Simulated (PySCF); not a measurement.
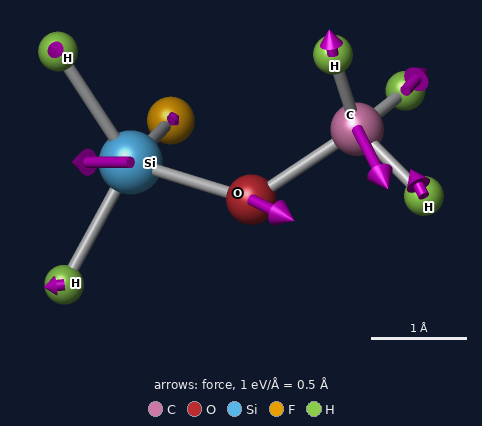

Starting geometry of CH$_{5}$FOSi with the computed forces as purple arrows. The picture is a ball-and-stick view, seen at a tilt.

The start comes from GFN2-xTB. Its atoms were then displaced at random by about 0.01 Å.

Computed with PySCF 2.14.0, density-fitted response routines, PBE0-D3(BJ)/def2-SVP geometry optimisation, gas phase. 

Is this structure relaxed? If not, where do the atoms go?

Answer. It isn't relaxed: the largest force vector, on the C atom, is 1.84 eV/Å. The final displacements have little in common with the starting forces (cosine between the two patterns 0.13). Over 11 geometry steps the energy falls by 3.25 kcal/mol. The largest move after the best rigid fit is that of an H atom, 0.27 Å. Largest moves by element: H 0.27 Å, O 0.22 Å, F 0.10 Å, Si 0.05 Å, C 0.02 Å. Near-neighbour distances that change, for instance: O–Si 1.592 → 1.643 Å, C–H 1.075 → 1.103 Å, C–H 1.123 → 1.100 Å, C–O 1.385 → 1.403 Å. Among the angles between lasting bonds that change: O–Si–H 102.0° → 107.0°, C–O–Si 130.7° → 125.9°, O–Si–H 115.3° → 110.7°. Groups turn about C–O by about 25°.
